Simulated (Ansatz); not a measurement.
**Triethylgallium (TEGa) (C6H15Ga): small, medium and large basis sets**

Aim: see how fast density functionals converge with the basis set for triethylgallium (TEGa) (C6H15Ga).

Method: one geometry, several basis sets; program: Ansatz 0.2.0, Gaussian basis.

Plan: PBE0-D4/def2-SVP; ωB97M-V/def2-SVP; PBE0-D4/def2-QZVPP; ωB97M-V/def2-QZVPP; the functionals' def2-TZVPP values are taken from earlier runs.

## Step 1: The relaxed structure

All runs share one geometry, relaxed beforehand with PBE0-D4 in a triple-zeta def2 set.

SMILES `C[CH2][Ga]([CH2]C)[CH2]C`, 22 atoms, charge 0, spin multiplicity 1.

Atoms are counted from 1 here; the program's logs count them from 0.

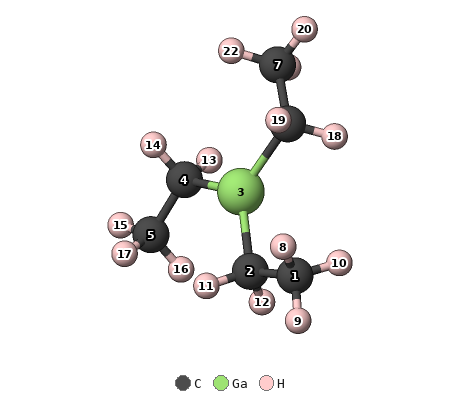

The geometry (carbon dark grey, gallium green, hydrogen pink); atoms are numbered from 1 in the order of the file.

## Step 2: PBE0-D4 in def2-SVP

The input, in.yaml:

```yaml
crystal:
  periodic: [false, false, false]
  atoms:
    - {symbol: C, position_ang: [0.054503, 2.872452, 0.800441]}
    - {symbol: C, position_ang: [0.816038, 1.806270, 0.021076]}
    - {symbol: Ga, position_ang: [-0.002786, -0.002417, 0.004721]}
    - {symbol: C, position_ang: [0.881061, -1.483472, -0.978866]}
    - {symbol: C, position_ang: [2.178083, -1.123702, -1.694653]}
    - {symbol: C, position_ang: [-1.704858, -0.330277, 0.972997]}
    - {symbol: C, position_ang: [-2.253949, -1.749876, 0.887931]}
    - {symbol: H, position_ang: [-0.058048, 2.599894, 1.853465]}
    - {symbol: H, position_ang: [0.555952, 3.845395, 0.771347]}
    - {symbol: H, position_ang: [-0.954431, 3.018657, 0.404844]}
    - {symbol: H, position_ang: [1.836500, 1.700031, 0.409816]}
    - {symbol: H, position_ang: [0.950539, 2.114447, -1.023246]}
    - {symbol: H, position_ang: [0.148799, -1.888777, -1.688208]}
    - {symbol: H, position_ang: [1.049295, -2.297292, -0.262508]}
    - {symbol: H, position_ang: [2.615563, -1.980921, -2.216865]}
    - {symbol: H, position_ang: [2.023995, -0.337878, -2.439341]}
    - {symbol: H, position_ang: [2.934163, -0.751415, -0.997832]}
    - {symbol: H, position_ang: [-2.440605, 0.391042, 0.596166]}
    - {symbol: H, position_ang: [-1.546828, -0.040364, 2.019310]}
    - {symbol: H, position_ang: [-3.191552, -1.866152, 1.441374]}
    - {symbol: H, position_ang: [-2.452186, -2.045067, -0.146179]}
    - {symbol: H, position_ang: [-1.548551, -2.480777, 1.292910]}
basis:
  gaussian: {orbitals: def2-SVP}
hamiltonian: {xc: pbe0, dispersion: d4}
output: {orbitals: {seedname: orbitals}}
```

The run is started by

```bash
ansatz run in.yaml --threads 4 --pin off --events-out ev --progress --plain --max-ram 63488MiB --backend cpu
```

The runs that follow: ωB97M-V in def2-SVP; PBE0-D4 in def2-QZVPP; ωB97M-V in def2-QZVPP.

**Question.** What will the summary of the whole plan be? Wanted: PBE0-D4: double and triple zeta above quadruple; ωB97M-V: double and triple zeta above quadruple.

**Answer**, as computed:

| quantity | value |
| --- | --- |
| PBE0-D4: double and triple zeta above quadruple | 15.29, 1.55 eV |
| ωB97M-V: double and triple zeta above quadruple | 15.69, 1.52 eV |

**Reading.** PBE0-D4 gains 13.73 eV from double to triple zeta, then 1.55 eV more. These are total energies; as a rule much of such shifts cancels in differences, which this series doesn't test.
